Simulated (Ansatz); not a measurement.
**BSiH4 (SMILES B[SiH2]): levels of theory compared**

Wanted: a comparison of 6 runs (UHF/STO-3G, UB2PLYP/STO-3G, UCAM-B3LYP/STO-3G, UHSE06/STO-3G, UPBE/STO-3G, UCCSD(T)/STO-3G) of BSiH4. 

The results are computed with Ansatz 0.2.0.

43 further runs of the same task are left out: 43 set aside as unsound or not needed.

### Step 1. Starting point

BSiH4 has 6 atoms, charge 0, and is taken as a doublet. SMILES: `B[SiH2]`. The H3–B1 distance was set to 1.766 Å, away from the relaxed value. At this shape a bond of the SMILES string is far longer than usual.

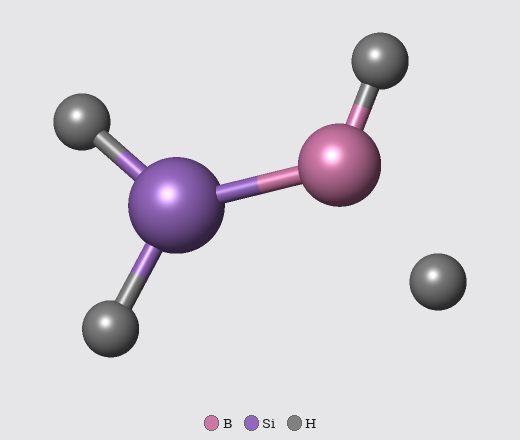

Viewed from a chosen angle; boron pink, silicon purple, hydrogen grey.

### Step 2. A single-point energy at UHF/STO-3G (run 1)

job.yaml

```yaml
crystal:
  periodic: [false, false, false]
  atoms:
    - {symbol: B, position_ang: [0.359977, -0.773620, -0.266173]}
    - {symbol: Si, position_ang: [0.368097, 1.093150, -0.472803]}
    - {symbol: H, position_ang: [-0.730970, -1.564260, 0.876300]}
    - {symbol: H, position_ang: [1.081117, -1.461550, -0.893363]}
    - {symbol: H, position_ang: [1.191787, 1.922520, -1.368903]}
    - {symbol: H, position_ang: [-0.451663, 2.101560, 0.220717]}
basis:
  gaussian:
    orbitals: STO-3G
magnetization:
  spin_polarized: true
  initial_magnetization: 1
hamiltonian:
  xc: hf
accuracy: high
```

Started as:

```
$ ansatz run job.yaml --threads 1 --pin off --max-ram 2610MiB --events-out events.jsonl --progress --plain --runs-dir runs
```

The log of the run:

```text
Warning: RAYON_NUM_THREADS=1 ignored (pool sized by the plan → 1); use --threads N
Functional definition: HF
  name "HF"
  exchange = exact_x
  correlation = 0
308 factors; integrals over basis functions are off by at most 2.6e-8 eV
mean field evaluation 1: about -8491.2160 eV, gradient 9.9e0 eV
mean field evaluation 2: about -8491.2129 eV, gradient 9.8e0 eV
mean field evaluation 4: about -8492.4740 eV, gradient 1.2e0 eV
mean field evaluation 8: about -8492.5344 eV, gradient 2.4e-1 eV
mean field evaluation 16: about -8492.5770 eV, gradient 1.6e-3 eV
mean field -8492.57703873 eV, -312.0964496979 hartree, gradient 1.9e-8 eV, S^2 0.908867; 0 other end points of the search recorded, 0 dependent functions left out
reference -8492.57703873 eV, -312.0964496979 hartree; 12, 11 occupied and 6, 7 virtual orbitals, 308 factors
Total energy: -8492.57703873 eV, -312.0964496979 hartree
```

Run time: 0.22 s. Hardware: 1 thread of Intel Xeon Platinum 8259CL at 2.50GHz (Skylake/Cascade Lake), shared host.

### Step 3. A single-point energy at UB2PLYP/STO-3G (run 2)

Changes to job.yaml since step 2:

```diff
@@ -1 +1,3 @@
+basis:
+  gaussian: {orbitals: STO-3G}
 crystal:
@@ -9,10 +11,5 @@
     - {symbol: H, position_ang: [-0.451663, 2.101560, 0.220717]}
-basis:
-  gaussian:
-    orbitals: STO-3G
-magnetization:
-  spin_polarized: true
-  initial_magnetization: 1
-hamiltonian:
-  xc: hf
+magnetization: {spin_polarized: true, initial_magnetization: 1}
+correlation: {frozen_orbitals: {B: 1, H: 0, Si: 5}}
 accuracy: high
+hamiltonian: {xc: {name: B2PLYP}}
```

Started as:

```
$ ansatz run job.yaml --threads 1 --pin off --max-ram 2610MiB --events-out events.jsonl --progress --plain --runs-dir runs
```

The log of the run, cut to the lines that bear on the results:

```text
Warning: RAYON_NUM_THREADS=1 ignored (pool sized by the plan → 1); use --threads N
Functional definition: B2PLYP
  name "B2PLYP"
[...]
308 factors; integrals over basis functions are off by at most 2.6e-8 eV
[...]
mean field -8507.54826786 eV, -312.6466322206 hartree, gradient 7.8e-8 eV, S^2 0.759910; 0 other end points of the search recorded, 0 dependent functions left out
6 core orbitals not correlated: weight in the atoms' cores, before any rotation towards them, 0.999 or more for the frozen orbitals, at most 0.000 for the correlated occupied ones
reference -8507.54828620 eV, -312.6466328944 hartree; 6, 5 occupied and 6, 7 virtual orbitals, 308 factors
second order -3.17347430 eV of doubles, -0.00000000 eV of singles
Total energy: -8508.40512426 eV, -312.6781211124 hartree
```

Run time: 2.7 s. Hardware: 1 thread of Intel Xeon Platinum 8259CL at 2.50GHz (Skylake/Cascade Lake), shared host; peak memory 0.15 GiB.

Runs 3 to 4 aren't shown in full; the table further down has their settings and results.

### Step 4. A single-point energy at UPBE/STO-3G (run 5)

in.yaml

```yaml
crystal:
  periodic: [false, false, false]
  atoms:
    - {symbol: B, position_ang: [0.359977, -0.773620, -0.266173]}
    - {symbol: Si, position_ang: [0.368097, 1.093150, -0.472803]}
    - {symbol: H, position_ang: [-0.730970, -1.564260, 0.876300]}
    - {symbol: H, position_ang: [1.081117, -1.461550, -0.893363]}
    - {symbol: H, position_ang: [1.191787, 1.922520, -1.368903]}
    - {symbol: H, position_ang: [-0.451663, 2.101560, 0.220717]}
basis:
  gaussian: {orbitals: STO-3G}
magnetization: {spin_polarized: true, initial_magnetization: 1}
hamiltonian: {xc: {name: PBE}}
total_charge: 0
accuracy: high
```

Started as:

```
$ ansatz run in.yaml --threads 1 --pin off --max-ram 2610MiB --events-out events.jsonl --progress --plain --runs-dir runs
```

The log of the run:

```text
Warning: RAYON_NUM_THREADS=1 ignored (pool sized by the plan → 1); use --threads N
Functional definition: PBE
  name "PBE"
  parameter kappa = 0.804
  parameter beta = 0.06672455060314922
  exchange = pbe_x(kappa = kappa, mu = beta*pi^2/3)
  correlation = pbe_c(beta = beta)
308 factors; integrals over basis functions are off by at most 2.6e-8 eV
mean field evaluation 1: about -8506.7891 eV, gradient 1.3e1 eV
mean field evaluation 2: about -8494.1782 eV, gradient 3.0e1 eV
mean field evaluation 4: about -8508.3429 eV, gradient 2.9e0 eV
mean field evaluation 8: about -8508.3531 eV, gradient 1.2e-1 eV
mean field evaluation 16: about -8508.3536 eV, gradient 3.5e-6 eV
mean field -8508.35364552 eV, -312.6762293036 hartree, gradient 6.3e-8 eV, S^2 0.753356; 0 other end points of the search recorded, 0 dependent functions left out
reference -8508.35364751 eV, -312.6762293766 hartree; 12, 11 occupied and 6, 7 virtual orbitals, 308 factors
Total energy: -8508.35364751 eV, -312.6762293766 hartree
```

Wall time 3.3 s (1 thread of Intel Xeon Platinum 8259CL at 2.50GHz (Skylake/Cascade Lake), shared host); peak memory 0.14 GiB.

### Step 5. The energy at UCCSD(T)/STO-3G (run 6)

input.yaml

```yaml
crystal:
  periodic: [false, false, false]
  atoms:
    - symbol: B
      position_ang: [0.359977, -0.773620, -0.266173]
    - symbol: Si
      position_ang: [0.368097, 1.093150, -0.472803]
    - symbol: H
      position_ang: [-0.730970, -1.564260, 0.876300]
    - symbol: H
      position_ang: [1.081117, -1.461550, -0.893363]
    - symbol: H
      position_ang: [1.191787, 1.922520, -1.368903]
    - symbol: H
      position_ang: [-0.451663, 2.101560, 0.220717]
basis:
  gaussian: {orbitals: STO-3G}
magnetization: {spin_polarized: true, initial_magnetization: 1}
correlation: {method: ccsd_t, frozen_orbitals: {B: 1, H: 0, Si: 5}}
accuracy: high
scf: {omitted_lower_state_checks: [cluster_reference, increment]}
```

Started as:

```
$ ansatz run input.yaml --threads 1 --pin off --max-ram 2610MiB --events-out events.jsonl --progress --plain --runs-dir runs
```

The log of the run, cut to the lines that bear on the results:

```text
Warning: RAYON_NUM_THREADS=1 ignored (pool sized by the plan → 1); use --threads N
[... 2 set-up lines as earlier in the session ...]
[...]
308 factors; integrals over basis functions are off by at most 2.6e-8 eV
[...]
mean field -8492.57703873 eV, -312.0964496979 hartree, gradient 1.9e-8 eV, S^2 0.908867; 0 other end points of the search recorded, 0 dependent functions left out
6 core orbitals not correlated: weight in the atoms' cores, before any rotation towards them, 0.999 or more for the frozen orbitals, at most 0.000 for the correlated occupied ones
reference -8492.57703873 eV, -312.0964496979 hartree; 6, 5 occupied and 6, 7 virtual orbitals, 308 factors
second order -2.16028638 eV of doubles, -0.00000000 eV of singles
cycle   1  -2.81668660 eV  change   -6.6e-1 eV  update   8.7e-2
[...]
cycle  27  -3.49750528 eV  change  -1.8e-10 eV  update  3.7e-10
perturbative correction -0.04326716 eV, -0.0015900389 hartree
Total energy: -8496.11781117 eV, -312.2265706852 hartree
Checks for a lower state left out: cluster_reference, increment
```

Run time: 0.36 s. Hardware: 1 thread of Intel Xeon Platinum 8259CL at 2.50GHz (Skylake/Cascade Lake), shared host.

### Step 6. Overview of the runs

| run | level | frozen core orbitals | energy (Eh) | ⟨S²⟩ | wall time |
| --- | --- | --- | --- | --- | --- |
| 1 | UHF/STO-3G | – | -312.096450 | 0.909 | 0.22 s |
| 2 | UB2PLYP/STO-3G | 6 | -312.678121 | 0.760 | 2.7 s |
| 3 | UCAM-B3LYP/STO-3G | – | -312.834199 | 0.754 | 2.8 s |
| 4 | UHSE06/STO-3G | – | -312.714571 | 0.755 | 4.5 s |
| 5 | UPBE/STO-3G | – | -312.676229 | 0.753 | 3.3 s |
| 6 | UCCSD(T)/STO-3G | 6 | -312.226571 | 0.909 | 0.36 s |

### Step 7. Outcome

| quantity | value |
| --- | --- |
| run 6: total energy | -312.22657 Eh |
| run 6: correlation energy (6 core orbitals frozen) | -130.1 mEh |
| run 6: (T) correction | -1.59 mEh |
| run 6: ⟨S²⟩ of the reference determinant | 0.909 |
| run 6: T1 diagnostic | 0.044 |

Totals of different functionals can't be ranked against each other. In runs 1, 2, 3, 4, 5, 6 the basis is minimal, so the values are rough. Spin contamination of the reference: run 1 ⟨S²⟩ = 0.91, run 6 ⟨S²⟩ = 0.91. All runs together took 14 s, the longest 4.5 s.
